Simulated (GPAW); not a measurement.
# SiNH$_{3}$Cl: geometry relaxation (part 5 of 5)

The same run, continued: SiNH$_{3}$Cl, multiplicity 2; PBEsol/real-space grid, UKS, dispersion D3(0), scalar-relativistic datasets (GPAW 26.7.0). The geometry comes from this level: GFN2-xTB.

Geometry of the input (Å):
```
N  0.0000  0.0000  0.0000
Si 1.7268  0.0000  0.0000
Cl 2.2672  1.9624  0.0000
H  -0.5015  0.7413  -0.4623
H  -0.5021  -0.8689  -0.0695
H  2.1514  -0.6449  1.2347
```

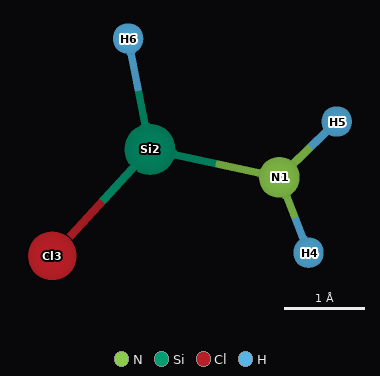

**Figure 1.** The geometry at step 21 of the log (ball-and-stick view, seen on its broad side; atoms are numbered from 1 in the order of the input).

Trajectory as extended XYZ, continued
```
6
Properties=species:S:1:pos:R:3:forces:R:3 step=16 energy=-27.70812
N     5.0776    5.3166    4.9329   -0.0807  -0.2177   0.0315
Si    6.8007    5.3446    4.9528   -0.0271   0.0642   0.0237
Cl    7.3059    7.3529    5.1200    0.0998   0.0113  -0.0256
H     4.5683    5.9260    4.2970   -0.0321   0.0376  -0.0566
H     4.5849    4.4282    5.0695    0.1153   0.2104  -0.0221
H     7.1992    4.6217    6.2156    0.0532  -0.0142   0.0349
6
Properties=species:S:1:pos:R:3:forces:R:3 step=17 energy=-27.71055
N     5.1056    5.3154    4.9291   -0.3590  -0.2411   0.1234
Si    6.8247    5.3605    4.9712    0.0584  -0.0498   0.0486
Cl    7.3413    7.3626    5.1515    0.0768   0.0552   0.0325
H     4.5861    5.8961    4.2718    0.0272  -0.0369   0.0158
H     4.6060    4.4428    5.1368    0.1811   0.2755  -0.0833
H     7.2307    4.6204    6.2286   -0.0251   0.0404  -0.0410
6
Properties=species:S:1:pos:R:3:forces:R:3 step=18 energy=-27.71259
N     5.0950    5.3160    4.9295   -0.0729   0.0019   0.1006
Si    6.8158    5.3645    4.9732    0.0656  -0.0885   0.0459
Cl    7.3474    7.3634    5.1465    0.0415   0.0342   0.0278
H     4.5809    5.9072    4.2788   -0.0021  -0.0021  -0.0126
H     4.5976    4.4462    5.1200    0.0554   0.0357  -0.0302
H     7.2366    4.6270    6.2297   -0.0563   0.0577  -0.0619
6
Properties=species:S:1:pos:R:3:forces:R:3 step=19 energy=-27.71373
N     5.0953    5.3186    4.9359   -0.0379   0.0496  -0.0214
Si    6.8176    5.3633    4.9737    0.0240   0.0002   0.0048
Cl    7.3513    7.3647    5.1472    0.0303  -0.0112   0.0231
H     4.5824    5.9070    4.2808    0.0073  -0.0114   0.0011
H     4.6021    4.4470    5.1197    0.0099  -0.0318  -0.0122
H     7.2312    4.6303    6.2288   -0.0210   0.0169  -0.0016
6
Properties=species:S:1:pos:R:3:forces:R:3 step=20 energy=-27.71450
N     5.0939    5.3188    4.9366    0.0647   0.1416  -0.0947
Si    6.8202    5.3636    4.9752   -0.0619   0.0306  -0.0333
Cl    7.3664    7.3608    5.1595    0.0145   0.0216   0.0172
H     4.5846    5.8956    4.2653    0.0353  -0.0900   0.0667
H     4.6156    4.4383    5.1162   -0.0394  -0.0346  -0.0185
H     7.2224    4.6284    6.2273    0.0075  -0.0188   0.0483
6
Properties=species:S:1:pos:R:3:forces:R:3 step=21 energy=-27.71508
N     5.0986    5.3208    4.9362    0.0413   0.0523  -0.0528
Si    6.8246    5.3681    4.9779   -0.0446   0.0320  -0.0116
Cl    7.3790    7.3635    5.1703   -0.0074   0.0116   0.0130
H     4.5874    5.8872    4.2595    0.0106  -0.0532   0.0352
H     4.6243    4.4392    5.1235   -0.0336  -0.0134  -0.0221
H     7.2213    4.6284    6.2306    0.0040  -0.0100   0.0282
6
Properties=species:S:1:pos:R:3:forces:R:3 step=22 energy=-27.71548
N     5.0979    5.3216    4.9337    0.0146   0.0007   0.0200
Si    6.8224    5.3707    4.9777    0.0025   0.0106   0.0179
Cl    7.3795    7.3657    5.1713   -0.0183  -0.0026   0.0099
H     4.5843    5.8870    4.2609   -0.0116   0.0110  -0.0234
H     4.6222    4.4394    5.1155   -0.0111  -0.0177  -0.0043
H     7.2184    4.6284    6.2322   -0.0076   0.0104  -0.0053
6
Properties=species:S:1:pos:R:3:forces:R:3 step=23 energy=-27.71558
N     5.0973    5.3209    4.9331   -0.0288   0.0074  -0.0016
Si    6.8215    5.3713    4.9782    0.0096   0.0013   0.0162
Cl    7.3780    7.3657    5.1739   -0.0138   0.0010   0.0066
H     4.5837    5.8831    4.2563    0.0132  -0.0014   0.0070
H     4.6228    4.4367    5.1115    0.0031  -0.0021   0.0008
H     7.2157    4.6266    6.2319   -0.0058   0.0130  -0.0050
6
Properties=species:S:1:pos:R:3:forces:R:3 step=24 energy=-27.71562
N     5.0950    5.3217    4.9333   -0.0183  -0.0149   0.0161
Si    6.8193    5.3718    4.9786    0.0043  -0.0014   0.0030
Cl    7.3739    7.3657    5.1739    0.0009   0.0173   0.0063
H     4.5828    5.8856    4.2577   -0.0012   0.0136  -0.0121
H     4.6209    4.4359    5.1063    0.0119   0.0090   0.0020
H     7.2136    4.6291    6.2320   -0.0004   0.0022   0.0103
6
Properties=species:S:1:pos:R:3:forces:R:3 step=25 energy=-27.71570
N     5.0942    5.3228    4.9342    0.0062  -0.0145   0.0101
Si    6.8189    5.3740    4.9810   -0.0044   0.0043  -0.0061
Cl    7.3743    7.3676    5.1777   -0.0050   0.0120   0.0003
H     4.5836    5.8853    4.2563   -0.0074   0.0132  -0.0130
H     4.6220    4.4356    5.1058    0.0067   0.0093   0.0000
H     7.2127    4.6320    6.2340    0.0023  -0.0050   0.0178
```

Results in brief

- outcome: converged
- energy relative to the program's reference atoms: −27.7157 eV
- dispersion energy: −0.000880 hartree
- largest force: 0.020 eV/Å
- dipole moment: 2.60 D
- hardware: 1 thread of Arm Neoverse V1, 24 GiB of memory available, shared host
- wall time: 15 min
- peak memory: 0.77 GiB

Further notes kept with the run: datasets made with stock radii, not tested.
